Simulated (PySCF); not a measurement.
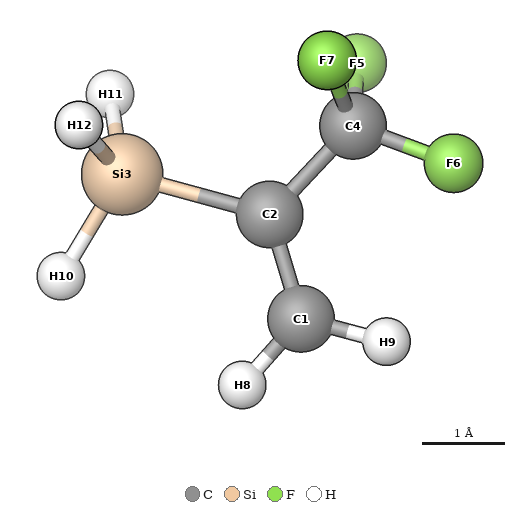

**Figure 1.** The input geometry of run 1 (ball-and-stick view, seen on its broad side; atoms are numbered from 1 in the order of the input).

**Two runs on C3H5F3Si**

System: C3H5F3Si, SMILES C=C([SiH3])C(F)(F)F.
Method of run 1: TDDFT HF/def2-SVPD, vertical, gas phase, core orbitals frozen in the response (PySCF 2.14.0).

The geometry comes from this level: PBE0-D3(BJ)/def2-SVP. Text and figures count atoms from 1; the logs count them from 0 in places.

The input, run 1:
```
{"job": {"kind": "uv", "xc": "HF", "basis": "def2-SVPD", "ip": true}, "charge": 0, "multiplicity": 1}
C     -0.637356     1.468144    -0.213568
C     -0.185918     0.224863    -0.017989
Si     1.631119    -0.224585    -0.267187
C     -1.136303    -0.853496     0.417091
F     -1.214034    -1.817849    -0.508042
F     -2.376462    -0.411476     0.636222
F     -0.711269    -1.433410     1.548143
H      0.030201     2.270635    -0.539225
H     -1.688966     1.726596    -0.055460
H      2.293179     0.971405    -0.864832
H      1.762076    -1.395828    -1.180710
H      2.273751    -0.557260     1.037578
```

The first line tells a small driver script what to run in PySCF; the rest is the geometry in Å.

Command:
```bash
OMP_NUM_THREADS=1 python <driver script> task.json out
```

Hardware: 1 CPU thread, shared host.

Output (run 1):
```
final grid: 107224 points
cycle   1  E = -703.1664083464  dE =  1.081e+00  |g| = 9.121e-01  |ddm| = 4.110e+00
cycle   2  E = -703.3081380519  dE = -1.417e-01  |g| = 5.261e-01  |ddm| = 1.903e+00
cycle   3  E = -703.3555952243  dE = -4.746e-02  |g| = 7.844e-02  |ddm| = 7.434e-01
cycle   4  E = -703.3576876665  dE = -2.092e-03  |g| = 2.419e-02  |ddm| = 2.145e-01
cycle   5  E = -703.3578737409  dE = -1.861e-04  |g| = 4.983e-03  |ddm| = 5.974e-02
cycle   6  E = -703.3578836728  dE = -9.932e-06  |g| = 1.942e-03  |ddm| = 1.462e-02
cycle   7  E = -703.3578851224  dE = -1.450e-06  |g| = 4.185e-04  |ddm| = 6.335e-03
cycle   8  E = -703.3578851974  dE = -7.500e-08  |g| = 1.159e-04  |ddm| = 1.258e-03
cycle   9  E = -703.3578852031  dE = -5.781e-09  |g| = 3.522e-05  |ddm| = 3.629e-04
cycle  10  E = -703.3578852036  dE = -4.479e-10  |g| = 1.300e-05  |ddm| = 9.293e-05
converged SCF energy = -703.3578852036

Static polarisability (au): isotropic 62.040, principal 51.138 61.343 73.640

Singlet excitations
state   eV       nm        f      main configurations
  1   7.3889    167.8   0.46718   H->L+1 0.91
  2   7.9429    156.1   0.00213   H-1->L+1 0.81
  3   8.7331    142.0   0.01971   H->L 0.52, H->L+2 0.29, H->L+4 0.09
  4   9.4449    131.3   0.00290   H->L+4 0.20, H->L 0.17, H->L+3 0.15
  5   9.7363    127.3   0.00439   H->L+6 0.33, H-4->L+1 0.30
  6   9.8277    126.2   0.02081   H-4->L+1 0.26, H->L 0.12, H->L+6 0.12
  7   9.8879    125.4   0.05674   H->L+2 0.20, H->L+4 0.18, H-4->L+1 0.16
  8  10.0067    123.9   0.04604   H->L+5 0.66
  9  10.1476    122.2   0.01277   H-2->L+4 0.29, H-2->L+2 0.28, H-2->L+3 0.08
 10  10.3257    120.1   0.02430   H->L+3 0.16, H-2->L+5 0.12, H-3->L+6 0.12

Triplet excitations (Tamm-Dancoff, eV): 3.5995 7.1951 8.3274 8.7826
Vertical ionisation energy (delta-SCF) = 9.7189 eV
```

The input of run 2 differs as follows (lines with − go, lines with + come):
```diff
-"xc": "HF"
+"xc": "B3LYP"
```

What does this change do to the results?

The total energies belong to different methods, so their difference says nothing on which is more stable or more accurate. The HOMO goes from −11.27 to −8.47 eV. The LUMO goes from 2.25 to −1.45 eV. The dipole moment goes from 2.64 to 2.32 D. The lowest excitation goes from 7.39 to 6.74 eV. The strongest computed line goes from 7.39 to 7.00 eV. The method changes from HF to B3LYP. The SCF takes 14 iterations against 10.

Output (run 2):
```
coarse grid: 11240 points
cycle   1  E = -705.7501602952  dE =  8.020e-01  |g| = 8.498e-01  |ddm| = 4.553e+00
cycle   2  E = -705.6048388165  dE =  1.453e-01  |g| = 1.297e+00  |ddm| = 2.214e+00
cycle   3  E = -705.8765383999  dE = -2.717e-01  |g| = 9.257e-02  |ddm| = 1.339e+00
cycle   4  E = -705.8777458664  dE = -1.207e-03  |g| = 5.953e-02  |ddm| = 1.970e-01
cycle   5  E = -705.8786021443  dE = -8.563e-04  |g| = 1.526e-02  |ddm| = 8.165e-02
cycle   6  E = -705.8786571677  dE = -5.502e-05  |g| = 3.110e-03  |ddm| = 2.347e-02
cycle   7  E = -705.8786598673  dE = -2.700e-06  |g| = 5.467e-04  |ddm| = 5.835e-03
final grid: 107224 points
cycle   8  E = -705.9725766098  dE = -2.839e-05  |g| = 5.012e-03  |ddm| = 8.417e-02
cycle   9  E = -705.9725716435  dE =  4.966e-06  |g| = 7.348e-03  |ddm| = 1.180e-02
cycle  10  E = -705.9725814396  dE = -9.796e-06  |g| = 3.958e-04  |ddm| = 6.522e-03
cycle  11  E = -705.9725814664  dE = -2.687e-08  |g| = 1.848e-04  |ddm| = 6.683e-04
cycle  12  E = -705.9725814738  dE = -7.363e-09  |g| = 7.536e-05  |ddm| = 3.577e-04
cycle  13  E = -705.9725814753  dE = -1.536e-09  |g| = 1.862e-05  |ddm| = 1.303e-04
cycle  14  E = -705.9725814754  dE = -7.367e-11  |g| = 5.177e-06  |ddm| = 2.944e-05
converged SCF energy = -705.9725814754

Static polarisability (au): isotropic 66.970, principal 54.825 67.991 78.095

Singlet excitations
state   eV       nm        f      main configurations
  1   6.7403    183.9   0.00230   H-1->L 0.96
  2   6.9960    177.2   0.29906   H->L 0.87, H-3->L 0.09
  3   7.3861    167.9   0.00300   H-2->L 0.98
  4   7.6101    162.9   0.00343   H->L+1 0.94
  5   7.9185    156.6   0.06516   H-3->L 0.85
  6   8.0327    154.3   0.00600   H->L+2 0.88
  7   8.1854    151.5   0.00879   H->L+3 0.93
  8   8.4646    146.5   0.00017   H-4->L 0.93
  9   8.5156    145.6   0.01627   H->L+4 0.93
 10   8.6738    142.9   0.03184   H->L+5 0.94

Triplet excitations (Tamm-Dancoff, eV): 4.2821 6.2019 7.2611 7.2850
Vertical ionisation energy (delta-SCF) = 10.7459 eV
Vertical electron affinity (delta-SCF) = -0.6779 eV
```

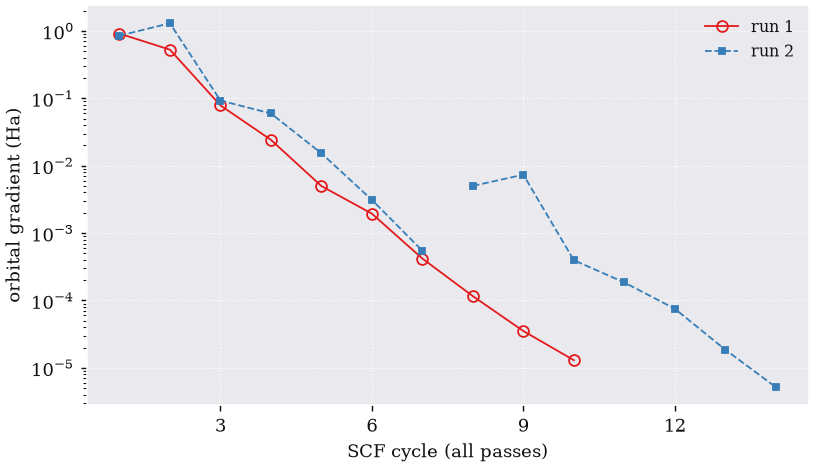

**Figure 2.** Convergence of the two runs: orbital gradient against the SCF cycle. A break in a curve parts two SCF passes (coarse and final grid). Run 1 takes 10 cycles in all, and run 2 takes 14.

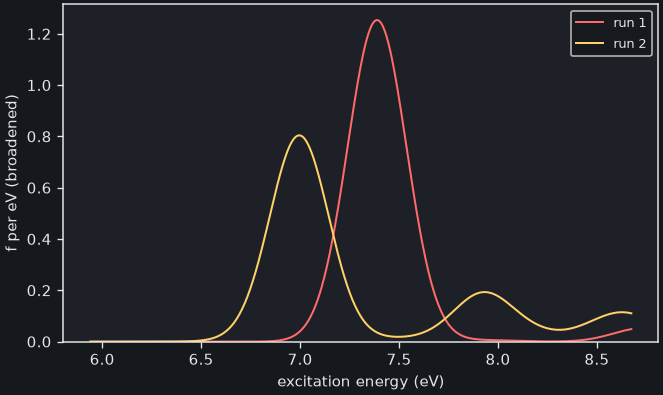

**Figure 3.** Absorption of the two runs from their computed states, each broadened by a Gaussian of 0.35 eV full width; the range ends where the shorter list of states ends.

The two runs side by side:

```tsv
quantity	run 1	run 2
outcome	converged	converged
total energy (hartree)	−703.357885	−705.972581
HOMO (eV)	−11.27	−8.47
LUMO (eV)	2.25	−1.45
dipole moment (D)	2.64	2.32
lowest excitation (eV)	7.39	6.74
SCF iterations	10	14
strongest computed line (eV)	7.39	7.00
basis functions	193	193
wall time (shared host)	19 s	2 min
```
